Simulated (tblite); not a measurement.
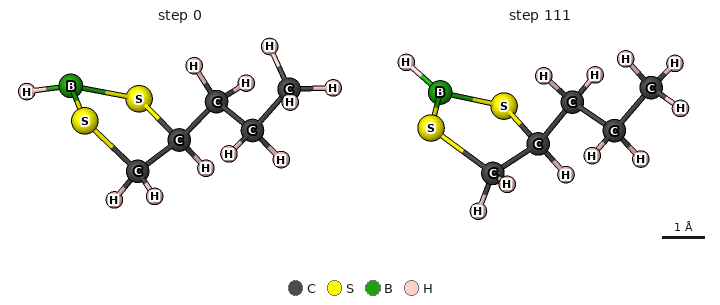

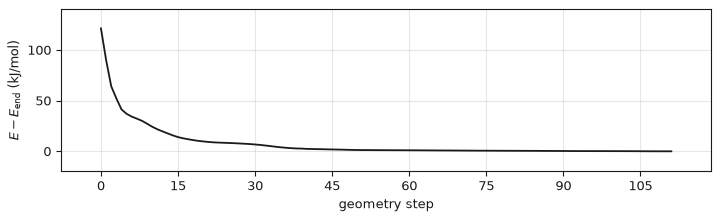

First and last geometry of a relaxation of C$_{5}$H$_{11}$BS$_{2}$, with the history of the run. A ball-and-stick model, seen at a tilt.

Computed with GFN2-xTB geometry optimisation, gas phase in tblite 0.8.0. 

> What do the curves and the structures tell?

It converged. The energy falls by 121.3 kJ/mol in 111 geometry steps. The largest move after the best rigid fit is that of an H atom, 0.86 Å. By element the largest moves are H 0.86 Å, S 0.49 Å, B 0.34 Å, C 0.15 Å. Among the contacts that change: B–S 1.896 → 1.773 Å, C–C 1.483 → 1.527 Å, B–H 1.191 → 1.162 Å, C–H 1.120 → 1.091 Å. Bond angles that change, for instance: S–B–S 101.8° → 115.7°, C–S–B 102.1° → 96.1°, S–C–H 113.3° → 107.4°. Groups turn about C–C by about 40°, C–S by about 20°.
